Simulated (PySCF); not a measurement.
# CH4B2F2O2: NMR shifts at several levels of theory, part 2 of 2

PySCF 2.14.0. Atoms count from 0.

## 9. Nuclear shieldings: PBE0/IGLO-III

The job: settings as JSON, then the geometry in Å.

```
{"job": {"kind": "nmr", "xc": "PBE0", "basis": "IGLO-III", "pop": true}, "charge": 0, "multiplicity": 1}
O     -1.157882     0.129073    -1.452402
B     -0.796713     0.074057    -0.138032
O     -1.384964     0.810812     0.847616
C      0.394298    -0.880026     0.265309
B      1.700515    -0.042723     0.260996
F      2.158983     0.568363     1.343145
F      2.410483     0.141002    -0.841598
H     -1.865440     0.745715    -1.662104
H     -2.089553     1.399793     0.561482
H      0.208700    -1.278928     1.272526
H      0.464732    -1.688783    -0.476012
```

With the program's defaults for keys left out, this is: GIAO PBE0/IGLO-III NMR shielding, non-relativistic, gas phase.

Output:

```text
coarse grid: 10088 points
cycle   1  E = -440.1339338132  dE =  9.330e-01  |g| = 1.085e+00  |ddm| = 2.209e+00
cycle   2  E = -439.9454598057  dE =  1.885e-01  |g| = 1.552e+00  |ddm| = 1.142e+00
cycle   3  E = -440.3328409588  dE = -3.874e-01  |g| = 8.810e-02  |ddm| = 6.798e-01
cycle   4  E = -440.3341763312  dE = -1.335e-03  |g| = 4.139e-02  |ddm| = 5.849e-02
cycle   5  E = -440.3345652940  dE = -3.890e-04  |g| = 4.036e-03  |ddm| = 2.142e-02
cycle   6  E = -440.3345683549  dE = -3.061e-06  |g| = 1.071e-03  |ddm| = 2.370e-03
final grid: 100736 points
cycle   7  E = -440.3373296302  dE = -1.488e-04  |g| = 6.572e-03  |ddm| = 6.283e-02
cycle   8  E = -440.3373260793  dE =  3.551e-06  |g| = 7.608e-03  |ddm| = 6.863e-03
cycle   9  E = -440.3373377561  dE = -1.168e-05  |g| = 8.335e-04  |ddm| = 3.292e-03
cycle  10  E = -440.3373378318  dE = -7.573e-08  |g| = 4.470e-04  |ddm| = 4.788e-04
cycle  11  E = -440.3373378667  dE = -3.490e-08  |g| = 3.184e-05  |ddm| = 1.924e-04
cycle  12  E = -440.3373378668  dE = -1.047e-10  |g| = 2.203e-05  |ddm| = 2.187e-05
converged SCF energy = -440.3373378668

GIAO shielding tensors (ppm)
atom      isotropic    diamagn.    paramagn.     s11        s22        s33       span
  0 O      206.379     384.673    -178.294    116.493    244.344    258.301    141.808
  1 B       69.881     193.101    -123.220     54.043     67.499     88.101     34.058
  2 O      206.746     384.679    -177.932    115.483    246.506    258.250    142.766
  3 C      180.034     250.390     -70.356    162.598    180.824    196.679     34.082
  4 B       70.887     192.529    -121.642     41.915     77.918     92.827     50.911
  5 F      246.518     467.386    -220.868     78.253    301.385    359.915    281.661
  6 F      246.578     467.324    -220.746     77.536    300.174    362.025    284.489
  7 H       28.817      31.178      -2.361     23.296     24.384     38.771     15.475
  8 H       28.808      31.197      -2.389     23.288     24.362     38.775     15.487
  9 H       30.559      29.658       0.901     27.692     28.051     35.936      8.244
 10 H       30.543      29.620       0.923     27.562     28.217     35.850      8.289
```

Run time: 34 s. Hardware: 1 thread of Arm Neoverse V2, shared host; peak memory 1 GiB.

In short: δ C3 3.7, O0 120.6, B1 30.1, B4 29.1, H7 2.56, H9 0.82 ppm (means over like atoms).

## 10. Nuclear shieldings: PBE0/pcSseg-0

Same as in step 9 but for these lines:

```diff
@@ -1,2 +1,2 @@
-{"job": {"kind": "nmr", "xc": "PBE0", "basis": "IGLO-III", "pop": true}, "charge": 0, "multiplicity": 1}
+{"job": {"kind": "nmr", "xc": "PBE0", "basis": "pcSseg-0", "pop": true}, "charge": 0, "multiplicity": 1}
 O     -1.157882     0.129073    -1.452402
```

With the program's defaults for keys left out, this is: GIAO PBE0/pcSseg-0 NMR shielding, non-relativistic, gas phase.

Output:

```text
coarse grid: 10088 points
cycle   1  E = -439.0665877346  dE =  8.822e-01  |g| = 9.113e-01  |ddm| = 3.190e+00
cycle   2  E = -438.9808212148  dE =  8.577e-02  |g| = 1.201e+00  |ddm| = 2.127e+00
cycle   3  E = -439.2223244567  dE = -2.415e-01  |g| = 6.599e-02  |ddm| = 1.164e+00
cycle   4  E = -439.2232075746  dE = -8.831e-04  |g| = 3.025e-02  |ddm| = 9.543e-02
cycle   5  E = -439.2234254158  dE = -2.178e-04  |g| = 2.926e-03  |ddm| = 3.033e-02
cycle   6  E = -439.2234273523  dE = -1.937e-06  |g| = 1.228e-03  |ddm| = 4.080e-03
final grid: 100736 points
cycle   7  E = -439.1289797263  dE = -2.667e-05  |g| = 6.243e-03  |ddm| = 1.989e-02
cycle   8  E = -439.1289780643  dE =  1.662e-06  |g| = 7.177e-03  |ddm| = 1.125e-02
cycle   9  E = -439.1289860890  dE = -8.025e-06  |g| = 4.857e-04  |ddm| = 5.897e-03
cycle  10  E = -439.1289861364  dE = -4.737e-08  |g| = 1.562e-04  |ddm| = 5.938e-04
cycle  11  E = -439.1289861410  dE = -4.604e-09  |g| = 4.130e-05  |ddm| = 1.551e-04
cycle  12  E = -439.1289861413  dE = -3.200e-10  |g| = 1.847e-05  |ddm| = 4.939e-05
converged SCF energy = -439.1289861413

GIAO shielding tensors (ppm)
atom      isotropic    diamagn.    paramagn.     s11        s22        s33       span
  0 O      211.171     393.427    -182.256    114.843    251.333    267.335    152.492
  1 B       77.679     191.867    -114.188     55.916     77.743     99.378     43.463
  2 O      212.699     393.591    -180.892    115.570    251.877    270.651    155.081
  3 C      185.503     269.739     -84.236    163.235    190.382    202.890     39.655
  4 B       74.431     190.619    -116.188     40.253     88.585     94.456     54.203
  5 F      227.725     473.366    -245.641     22.544    276.088    384.542    361.997
  6 F      228.633     473.607    -244.974     22.766    276.068    387.064    364.298
  7 H       30.117      29.928       0.189     24.755     25.979     39.617     14.862
  8 H       30.153      29.949       0.204     24.735     26.031     39.692     14.957
  9 H       32.184      33.265      -1.080     28.779     29.963     37.811      9.032
 10 H       32.168      33.274      -1.105     28.665     30.084     37.756      9.090
```

Wall time 4.2 s (1 thread of Arm Neoverse V2, shared host); peak memory 0.45 GiB.

Key values: δ C3 8.0, O0 125.9, B4 30.5, B1 27.2, H7 2.70, H9 0.66 ppm (means over like atoms).

## 11. Nuclear shieldings: PBE0/pcSseg-2

Same as in step 10 but for these lines:

```diff
@@ -1,2 +1,2 @@
-{"job": {"kind": "nmr", "xc": "PBE0", "basis": "pcSseg-0", "pop": true}, "charge": 0, "multiplicity": 1}
+{"job": {"kind": "nmr", "xc": "PBE0", "basis": "pcSseg-2", "pop": true}, "charge": 0, "multiplicity": 1}
 O     -1.157882     0.129073    -1.452402
```

Level: GIAO PBE0/pcSseg-2 NMR shielding, non-relativistic, gas phase.

Output:

```text
coarse grid: 10088 points
cycle   1  E = -440.1349175111  dE =  9.238e-01  |g| = 1.083e+00  |ddm| = 2.198e+00
cycle   2  E = -439.9527538674  dE =  1.822e-01  |g| = 1.524e+00  |ddm| = 1.338e+00
cycle   3  E = -440.3339513076  dE = -3.812e-01  |g| = 8.953e-02  |ddm| = 8.174e-01
cycle   4  E = -440.3354202792  dE = -1.469e-03  |g| = 3.626e-02  |ddm| = 6.504e-02
cycle   5  E = -440.3357276107  dE = -3.073e-04  |g| = 4.325e-03  |ddm| = 2.305e-02
cycle   6  E = -440.3357311512  dE = -3.540e-06  |g| = 1.068e-03  |ddm| = 3.223e-03
final grid: 100736 points
cycle   7  E = -440.3268260843  dE = -1.547e-04  |g| = 6.531e-03  |ddm| = 4.261e-02
cycle   8  E = -440.3268224425  dE =  3.642e-06  |g| = 7.662e-03  |ddm| = 7.138e-03
cycle   9  E = -440.3268345167  dE = -1.207e-05  |g| = 7.951e-04  |ddm| = 3.929e-03
cycle  10  E = -440.3268345884  dE = -7.165e-08  |g| = 4.094e-04  |ddm| = 5.346e-04
cycle  11  E = -440.3268346182  dE = -2.980e-08  |g| = 3.527e-05  |ddm| = 2.152e-04
cycle  12  E = -440.3268346183  dE = -1.439e-10  |g| = 2.000e-05  |ddm| = 2.792e-05
converged SCF energy = -440.3268346183

GIAO shielding tensors (ppm)
atom      isotropic    diamagn.    paramagn.     s11        s22        s33       span
  0 O      206.695     384.851    -178.156    116.980    244.717    258.389    141.408
  1 B       69.247     195.918    -126.671     53.083     66.993     87.666     34.584
  2 O      207.047     385.045    -177.998    115.946    246.868    258.327    142.381
  3 C      180.189     245.789     -65.599    162.733    180.912    196.922     34.188
  4 B       70.141     193.388    -123.247     41.085     77.240     92.097     51.012
  5 F      246.434     467.327    -220.893     77.302    301.310    360.690    283.388
  6 F      246.425     467.420    -220.995     76.457    300.042    362.775    286.319
  7 H       28.436      31.832      -3.396     22.903     23.780     38.624     15.721
  8 H       28.428      31.904      -3.477     22.898     23.755     38.630     15.732
  9 H       30.441      29.503       0.938     27.536     27.912     35.875      8.339
 10 H       30.425      29.506       0.919     27.401     28.080     35.795      8.394
```

Wall time 32 s (1 thread of Arm Neoverse V2, shared host); peak memory 1.2 GiB.

In short: δ C3 3.9, O0 121.3, B1 29.8, B4 28.9, H7 2.81, H9 0.81 ppm (means over like atoms).

## 12. Comparing the runs: NMR shifts

Shifts (ppm), means over like atoms, with basis size and wall time:

```tsv
run	C3	H7	H9	O0	B4	B1	F5	functions	time
PBE0/6-31G*	3.1	2.61	0.52	100.2	25.5	25.0	-58.7	106	12 s
PBE0/6-311+G(2d,p)	3.7	2.38	0.80	117.1	28.1	28.3	-75.2	213	21 s
PBE0/def2-SVP	3.0	2.67	0.41	112.9	26.7	27.5	-45.8	118	7 s
PBE0/def2-TZVP	3.1	2.41	0.75	121.1	27.9	28.2	-69.0	241	34 s
PBE0/cc-pVDZ	4.0	2.36	0.35	115.1	26.4	27.5	-54.4	118	7.5 s
PBE0/cc-pVTZ	3.6	2.69	0.76	121.4	27.5	27.7	-65.4	266	33 s
PBE0/aug-cc-pVDZ	3.1	2.52	0.82	112.3	25.7	27.8	-67.3	197	17 s
PBE0/IGLO-III	3.7	2.56	0.82	120.6	29.1	30.1	-71.9	285	34 s
PBE0/pcSseg-0	8.0	2.70	0.66	125.9	30.5	27.2	-49.8	71	4.2 s
PBE0/pcSseg-2	3.9	2.81	0.81	121.3	28.9	29.8	-70.6	308	32 s
```

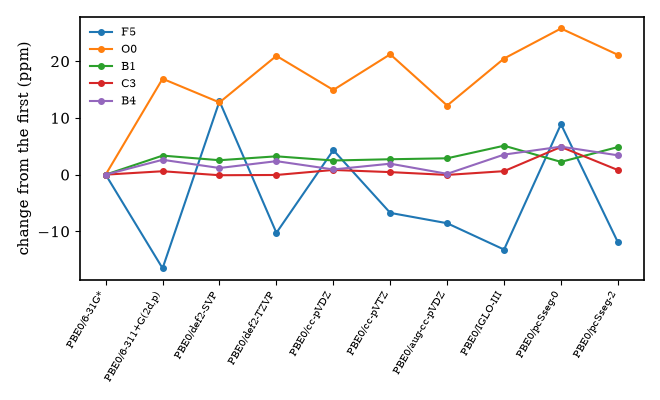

How five of the tabulated atoms move from run to run.

## 13. Summary of results

This closing draws on all 2 parts.

| quantity | value |
| --- | --- |
| 13C shifts against TMS (PBE0/6-31G*) | 3.1 ppm |
| 1H shifts against TMS (PBE0/6-31G*, means over atoms taken as alike) | 2.61, 0.52 ppm |
| 17O shifts against H2O (PBE0/6-31G*, means over atoms taken as alike) | 100.2 ppm |
| 11B shifts against BF3·OEt2 (PBE0/6-31G*) | 25.5, 25.0 ppm |
| 19F shifts against CFCl3 (PBE0/6-31G*, means over atoms taken as alike) | -58.7 ppm |
| range of the shift of F5 | -75.2 to -45.8 ppm |

Single values in the summary come from the first run of each kind that ended normally (PBE0/6-31G*), which need not be the best level. At PBE0/6-31G*: Shielding is most anisotropic at F5, F6 (span 291 ppm, paramagnetic term -210 ppm). In ppm, F5 (with its like atoms) moves most: its shift spreads over 29.5 ppm, from -75.2 (PBE0/6-311+G(2d,p)) to -45.8 (PBE0/def2-SVP).
